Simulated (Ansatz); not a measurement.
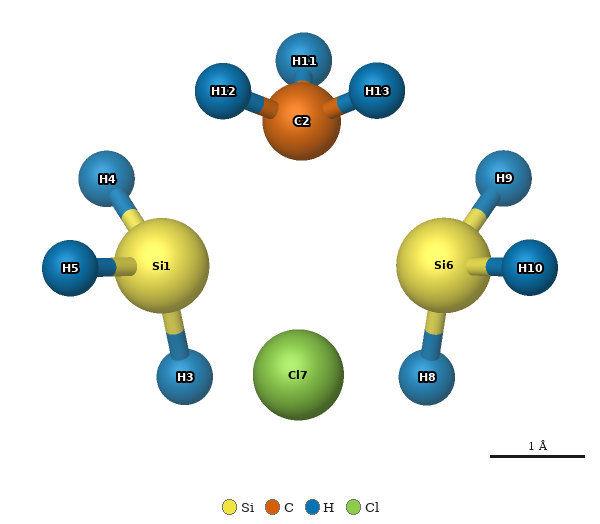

*The input geometry (ball-and-stick view, seen on its broad side; atoms are numbered from 1 in the order of the input).*

Bond lengths as drawn: C–H 1.09 to 1.10 Å and H–Si 1.45 to 1.49 Å.

**CH$_{9}$ClSi$_{2}$: geometry relaxation (part 1 of 2)**

CH$_{9}$ClSi$_{2}$, computed with RKS PBE/def2-SVP (Ansatz 0.2.0).

The input holds or restrains some coordinates. It belongs to a series of runs on one base structure; here: pulled along the bonds that form and break, towards end A. Figures and captions count atoms from 1; the log counts them from 0 in places.

## What the program printed
```
The last accepted step is kept in [file] (removed where the run ends without a failure and the disk answers)
Engine: ansatz 0.2.0, aarch64-unknown-linux-gnu
Functional definition: PBE
  parameter kappa = 0.804
  parameter beta = 0.06672455060314922
  exchange = pbe_x(kappa = kappa, mu = beta*pi^2/3)
  correlation = pbe_c(beta = beta)
1267 factors; their error is unknown
mean field evaluation 1: about -29428.5177 eV, gradient 4.8e1 eV
mean field evaluation 2: about -29420.2471 eV, gradient 6.8e1 eV
mean field evaluation 4: about -29434.5198 eV, gradient 3.7e0 eV
mean field evaluation 8: about -29434.5683 eV, gradient 2.8e-1 eV
mean field evaluation 16: about -29434.4827 eV, gradient 1.2e-4 eV
mean field -29434.48266212 eV, -1081.6972864241 hartree, gradient 3.5e-5 eV, S^2 0.000000; 0 other end points of the search recorded, 0 dependent functions left out
the calculation of the forces begins
reference -29434.48270061 eV, -1081.6972878385 hartree; 30, 30 occupied and 83, 83 virtual orbitals, 1267 factors
relax step   1: F+E_penalty+E_count = -29434.48266212 eV  Δ(F+E_penalty+E_count) = +0.000e0 eV  max|allowed force component| = 1.034e0 eV/Å  E_restraint = 31.40006157 eV  max|allowed force component, restraints' pulls added| = 2.624e1 eV/Å  Δτ_max = 0.0000 Å  (26 SCF iters, accepted)
  distance Si 0 - Cl 6 = 2.4916 Å
  distance Si 5 - C 1 = 2.1756 Å
  distance Si 0 - C 1 = 2.1758 Å
  distance Si 5 - Cl 6 = 2.4911 Å
these checks for a lower state are left out or cut short: starts, cluster_reference, orbital_swaps, neighbouring_geometries, increment
1267 factors; their error is unknown
mean field -29434.00512512 eV, -1081.6797372630 hartree, gradient 2.4e-5 eV, S^2 0.000000; 0 other end points of the search recorded, 0 dependent functions left out
[... from here on the field's lines of each further geometry are left out, up to the last ...]
relax step   2: F+E_penalty+E_count = -29434.00512512 eV  Δ(F+E_penalty+E_count) = +4.775e-1 eV  max|allowed force component| = 3.610e0 eV/Å  E_restraint = 15.35017375 eV  max|allowed force component, restraints' pulls added| = 1.497e1 eV/Å  Δτ_max = 0.1949 Å  (33 SCF iters, accepted)
relax step   3: F+E_penalty+E_count = -29433.49282231 eV  Δ(F+E_penalty+E_count) = +5.123e-1 eV  max|allowed force component| = 4.990e0 eV/Å  E_restraint = 5.24110853 eV  max|allowed force component, restraints' pulls added| = 8.259e0 eV/Å  Δτ_max = 0.1949 Å  (35 SCF iters, accepted)
relax step   4: F+E_penalty+E_count = -29434.01647912 eV  Δ(F+E_penalty+E_count) = -5.237e-1 eV  max|allowed force component| = 3.426e0 eV/Å  E_restraint = 0.85571901 eV  max|allowed force component, restraints' pulls added| = 3.033e0 eV/Å  Δτ_max = 0.1936 Å  (28 SCF iters, accepted)
relax step   5: F+E_penalty+E_count = -29435.22379959 eV  Δ(F+E_penalty+E_count) = -1.207e0 eV  max|allowed force component| = 1.711e0 eV/Å  E_restraint = 0.06697067 eV  max|allowed force component, restraints' pulls added| = 1.149e0 eV/Å  Δτ_max = 0.1948 Å  (27 SCF iters, accepted)
relax step   6: F+E_penalty+E_count = -29436.01615498 eV  Δ(F+E_penalty+E_count) = -7.924e-1 eV  max|allowed force component| = 7.401e-1 eV/Å  E_restraint = 0.00990020 eV  max|allowed force component, restraints' pulls added| = 7.401e-1 eV/Å  Δτ_max = 0.1950 Å  (26 SCF iters, accepted)
relax step   7: F+E_penalty+E_count = -29436.49438947 eV  Δ(F+E_penalty+E_count) = -4.782e-1 eV  max|allowed force component| = 7.200e-1 eV/Å  E_restraint = 0.00951619 eV  max|allowed force component, restraints' pulls added| = 4.872e-1 eV/Å  Δτ_max = 0.1950 Å  (26 SCF iters, accepted)
relax step   8: F+E_penalty+E_count = -29436.78848096 eV  Δ(F+E_penalty+E_count) = -2.941e-1 eV  max|allowed force component| = 9.859e-1 eV/Å  E_restraint = 0.02425278 eV  max|allowed force component, restraints' pulls added| = 2.379e-1 eV/Å  Δτ_max = 0.1913 Å  (25 SCF iters, accepted)
relax step   9: F+E_penalty+E_count = -29436.87464025 eV  Δ(F+E_penalty+E_count) = -8.616e-2 eV  max|allowed force component| = 1.253e0 eV/Å  E_restraint = 0.03455248 eV  max|allowed force component, restraints' pulls added| = 4.022e-1 eV/Å  Δτ_max = 0.1946 Å  (26 SCF iters, accepted)
relax step  10: F+E_penalty+E_count = -29436.89047952 eV  Δ(F+E_penalty+E_count) = -1.584e-2 eV  max|allowed force component| = 8.770e-1 eV/Å  E_restraint = 0.02413562 eV  max|allowed force component, restraints' pulls added| = 2.605e-1 eV/Å  Δτ_max = 0.2000 Å  (25 SCF iters, accepted)
relax step  11: F+E_penalty+E_count = -29436.91388019 eV  Δ(F+E_penalty+E_count) = -2.340e-2 eV  max|allowed force component| = 7.316e-1 eV/Å  E_restraint = 0.02722815 eV  max|allowed force component, restraints' pulls added| = 1.842e-1 eV/Å  Δτ_max = 0.1999 Å  (26 SCF iters, accepted)
relax step  12: F+E_penalty+E_count = -29436.92214446 eV  Δ(F+E_penalty+E_count) = -8.264e-3 eV  max|allowed force component| = 7.691e-1 eV/Å  E_restraint = 0.02644479 eV  max|allowed force component, restraints' pulls added| = 3.089e-1 eV/Å  Δτ_max = 0.1951 Å  (26 SCF iters, accepted)
relax step  13: F+E_penalty+E_count = -29436.93480007 eV  Δ(F+E_penalty+E_count) = -1.266e-2 eV  max|allowed force component| = 6.876e-1 eV/Å  E_restraint = 0.02235425 eV  max|allowed force component, restraints' pulls added| = 2.606e-1 eV/Å  Δτ_max = 0.0846 Å  (26 SCF iters, accepted)
relax step  14: F+E_penalty+E_count = -29436.96742986 eV  Δ(F+E_penalty+E_count) = -3.263e-2 eV  max|allowed force component| = 7.305e-1 eV/Å  E_restraint = 0.01512784 eV  max|allowed force component, restraints' pulls added| = 2.012e-1 eV/Å  Δτ_max = 0.1953 Å  (26 SCF iters, accepted)
relax step  15: F+E_penalty+E_count = -29437.00878102 eV  Δ(F+E_penalty+E_count) = -4.135e-2 eV  max|allowed force component| = 6.962e-1 eV/Å  E_restraint = 0.01357846 eV  max|allowed force component, restraints' pulls added| = 3.973e-1 eV/Å  Δτ_max = 0.1951 Å  (26 SCF iters, accepted)
relax step  16: F+E_penalty+E_count = -29437.04696921 eV  Δ(F+E_penalty+E_count) = -3.819e-2 eV  max|allowed force component| = 6.530e-1 eV/Å  E_restraint = 0.01231587 eV  max|allowed force component, restraints' pulls added| = 3.406e-1 eV/Å  Δτ_max = 0.1954 Å  (26 SCF iters, accepted)
relax step  17: F+E_penalty+E_count = -29437.08354577 eV  Δ(F+E_penalty+E_count) = -3.658e-2 eV  max|allowed force component| = 5.957e-1 eV/Å  E_restraint = 0.01063416 eV  max|allowed force component, restraints' pulls added| = 1.864e-1 eV/Å  Δτ_max = 0.1997 Å  (25 SCF iters, accepted)
relax step  18: F+E_penalty+E_count = -29437.10783069 eV  Δ(F+E_penalty+E_count) = -2.428e-2 eV  max|allowed force component| = 6.314e-1 eV/Å  E_restraint = 0.01014789 eV  max|allowed force component, restraints' pulls added| = 2.076e-1 eV/Å  Δτ_max = 0.1955 Å  (26 SCF iters, accepted)
relax step  19: F+E_penalty+E_count = -29437.06838226 eV  Δ(F+E_penalty+E_count) = +3.945e-2 eV  max|allowed force component| = 6.935e-1 eV/Å  E_restraint = 0.00931585 eV  max|allowed force component, restraints' pulls added| = 5.386e-1 eV/Å  Δτ_max = 0.1569 Å  (26 SCF iters, rejected (line search))
the calculation of the forces begins
reference -29437.11801582 eV, -1081.7941338860 hartree; 30, 30 occupied and 83, 83 virtual orbitals, 1267 factors
relax step  20: F+E_penalty+E_count = -29437.11797566 eV  Δ(F+E_penalty+E_count) = -1.014e-2 eV  max|allowed force component| = 5.033e-1 eV/Å  E_restraint = 0.00894194 eV  max|allowed force component, restraints' pulls added| = 4.186e-2 eV/Å  Δτ_max = 0.0785 Å  (27 SCF iters, accepted)
  distance Si 0 - Cl 6 = 3.4346 Å
  distance Si 5 - C 1 = 3.1872 Å
  distance Si 0 - C 1 = 1.8800 Å
  distance Si 5 - Cl 6 = 2.1167 Å
1267 factors; their error is unknown
mean field evaluation 160: about -29437.2022 eV, gradient 8.7e-1 eV
```

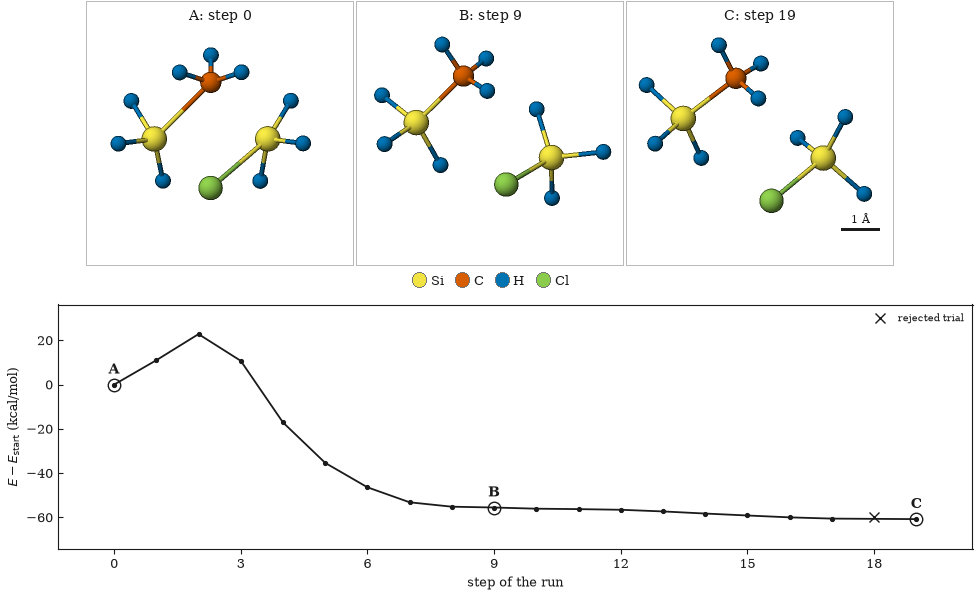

*Frames of the restrained relaxation (ball-and-stick view, seen on its broad side) above the curves, on which the letters mark them (the first geometry is step 0 here and step 1 in the log).*

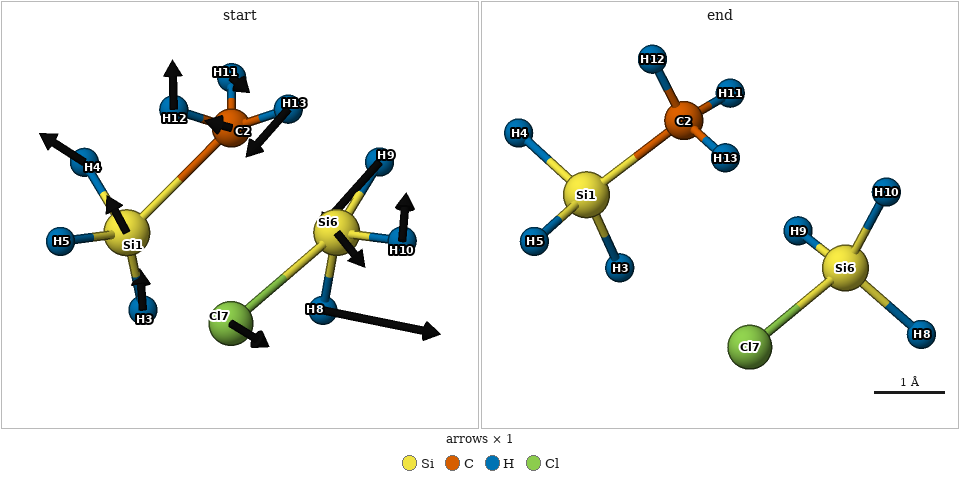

*Before (left) and after (right) the restrained relaxation, at one scale (ball-and-stick view, seen on its broad side). The black arrows give the displacements, at true length.*

Over 19 geometry steps the energy falls by 60.8 kcal/mol. Largest force component: 1 eV/Å at the start, 0.5 eV/Å at the end. The line search rejected the trial step at point 18 (counted from 0) and went back. H8 moves most after the best rigid fit: 1.80 Å. Largest moves by element: H 1.80 Å, Cl 0.73 Å, Si 0.65 Å, C 0.43 Å. Among the contacts that change: Si6–Cl7 2.491 → 2.117 Å, Si1–C2 2.176 → 1.880 Å, Si1–H3 1.453 → 1.504 Å, Si1–H4 1.485 → 1.508 Å. Among the angles that change: Cl7–Si6–H9 165.6° → 109.8°, Si1–C2–H13 145.1° → 112.0°, Si1–C2–H12 77.6° → 108.2°. (Atoms are counted from 1 in the order of the input.)

```
mean field -29437.11797566 eV, -1081.7941324104 hartree, gradient 1.5e-5 eV, S^2 0.000000; 1 other end points of the search recorded, 0 dependent functions left out
the calculation of the forces begins
reference -29437.11801582 eV, -1081.7941338860 hartree; 30, 30 occupied and 83, 83 virtual orbitals, 1267 factors
Total energy: -29437.11801582 eV, -1081.7941338860 hartree
Atom 0 at    -0.915394     1.517212     0.406133 Å, force    -0.181578     0.217724     0.224665 eV/Å
Atom 1 at    -0.482003     0.501095    -1.115111 Å, force    -0.147458     0.207870    -0.503275 eV/Å
Atom 2 at    -0.901670     0.709393     1.674476 Å, force    -0.011934     0.009141    -0.002324 eV/Å
Atom 3 at    -2.309723     2.068261     0.241335 Å, force    -0.004989     0.003474    -0.000053 eV/Å
Atom 4 at     0.026140     2.680194     0.551184 Å, force     0.000796     0.008688     0.003305 eV/Å
Atom 5 at     1.076879    -1.785538     0.465912 Å, force     0.481519    -0.063252     0.398165 eV/Å
Atom 6 at     2.066612    -0.031522     1.117212 Å, force    -0.083705    -0.400781    -0.096842 eV/Å
Atom 7 at     1.678996    -2.919519     1.246546 Å, force    -0.008555     0.013760    -0.028123 eV/Å
Atom 8 at    -0.381155    -1.690708     0.779468 Å, force    -0.008450     0.003144     0.005394 eV/Å
Atom 9 at     1.334044    -1.994964    -0.994685 Å, force    -0.010364     0.009084     0.009060 eV/Å
Atom 10 at    -1.054749    -0.443959    -1.178449 Å, force    -0.002523     0.007913     0.001143 eV/Å
Atom 11 at    -0.739513     1.098315    -2.015767 Å, force    -0.006070    -0.016907    -0.004410 eV/Å
Atom 12 at     0.601735     0.291940    -1.178252 Å, force    -0.016690     0.000141    -0.006705 eV/Å
Dipole moment:    -0.063237    -0.320404    -0.224403 e Å
```

## Trajectory as extended XYZ (Å, eV, eV/Å), 17 of the 20 frames kept, from step=1 to step=20
```
13
Properties=species:S:1:pos:R:3:forces:R:3 step=1 energy=-29434.48266
Si   -0.4403    1.2716    0.8192    0.3511  -0.7156  -0.7757
C    -0.3748    0.1389   -1.0374   -0.3424  -0.4203   1.0345
H    -0.4550    0.6622    2.1385    0.0166  -0.3421   0.7935
H    -1.8913    1.4614    0.5655   -0.5884   0.0157  -0.3158
H     0.1366    2.5882    0.6169    0.2551   0.8459  -0.0396
Si    0.6080   -1.4491    0.0787   -0.2513   1.0192  -0.3230
Cl    1.9378    0.5283    0.8048    0.2947   0.1264  -0.0832
H     0.4550   -1.6667    1.5062   -0.0770  -0.1282   0.8785
H    -0.4200   -2.3647   -0.4745   -0.5088  -0.2603  -0.3878
H     1.8386   -1.8403   -0.5883    0.6855  -0.3424  -0.3650
H    -1.3878   -0.1923   -1.2439   -0.6541  -0.2051  -0.1627
H    -0.2861    1.1737   -1.3903    0.2058   0.7454   0.0081
H     0.2795   -0.3110   -1.7954    0.6132  -0.3387  -0.2617
13
Properties=species:S:1:pos:R:3:forces:R:3 step=2 energy=-29434.00512
Si   -0.5801    1.2848    0.7685    2.8989  -1.1637  -0.0698
C    -0.4455    0.2653   -1.0685    0.9386  -3.6102   1.5485
H    -0.4580    0.6631    2.1337    0.0060  -0.0369  -0.1700
H    -1.9282    1.4661    0.5568   -2.9368   0.5701  -0.4250
H     0.1323    2.5885    0.6161   -0.0402   0.0138  -0.0172
Si    0.7211   -1.5153    0.1822   -0.7896   1.5035  -1.7681
Cl    2.0784    0.3966    0.7757   -0.2296  -0.2850  -0.1677
H     0.4557   -1.6735    1.5381   -0.2065  -0.5434   2.3118
H    -0.4122   -2.3581   -0.4706    0.1919   0.5471   0.1055
H     1.8599   -1.8496   -0.5949    1.3209  -0.8917  -0.6715
H    -1.4065   -0.1873   -1.2499   -1.0333   0.1126  -0.3240
H    -0.2883    1.2193   -1.4074    0.1343   3.3493  -1.5615
H     0.2717   -0.2997   -1.7799   -0.2546   0.4345   1.2090
13
Properties=species:S:1:pos:R:3:forces:R:3 step=3 energy=-29433.49282
Si   -0.6902    1.2965    0.7055    4.7367  -1.3450   0.7485
C    -0.5295    0.3788   -1.0887    1.9393  -4.9898   1.5784
H    -0.4581    0.6673    2.1157   -0.1708   0.1906  -0.9068
H    -1.9970    1.4825    0.5504   -4.3514   0.9646  -0.3323
H     0.1290    2.5804    0.6152   -0.3608  -0.3619  -0.0282
Si    0.8631   -1.5771    0.2727   -1.5511   1.4185  -1.9734
Cl    2.2001    0.2449    0.7621   -0.5474  -0.3212  -0.1606
H     0.4543   -1.6874    1.5856   -0.2738  -0.7489   2.6618
H    -0.3965   -2.3360   -0.4610    0.8788   0.9865   0.5261
H     1.8960   -1.8745   -0.6123    1.8311  -1.3886  -1.0750
H    -1.4327   -0.1808   -1.2586   -1.2544   0.3547  -0.5172
H    -0.2936    1.2884   -1.4471    0.0660   4.0915  -2.4359
H     0.2553   -0.2830   -1.7395   -0.9422   1.1491   1.9145
13
Properties=species:S:1:pos:R:3:forces:R:3 step=5 energy=-29435.22380
Si   -0.7773    1.3056    0.6138    1.0725  -0.0817   0.6748
C    -0.6165    0.5130   -1.1044    1.7107  -1.6261  -0.2374
H    -0.4885    0.6581    1.9787   -0.1055  -0.1320  -0.6216
H    -2.2063    1.5894    0.5838   -0.8707   0.4582   0.1550
H     0.0746    2.5564    0.6043   -0.2266  -0.0604   0.0072
Si    1.0652   -1.6736    0.3644   -0.9368   0.2281  -0.7371
Cl    2.3521    0.0001    0.7576   -0.5326   0.3308  -0.1397
H     0.5181   -1.8196    1.7307    0.4986  -0.7340   0.5899
H    -0.2556   -2.1752   -0.3854    0.6607   0.9301   0.3162
H     2.0270   -2.1291   -0.6539    0.5341  -1.1489   0.1515
H    -1.5153   -0.0929   -1.3126   -0.3940   0.6205  -0.4318
H    -0.3881    1.4430   -1.6373   -0.8148   0.3480  -0.8065
H     0.2109   -0.1750   -1.5396   -0.5956   0.8675   1.0795
```
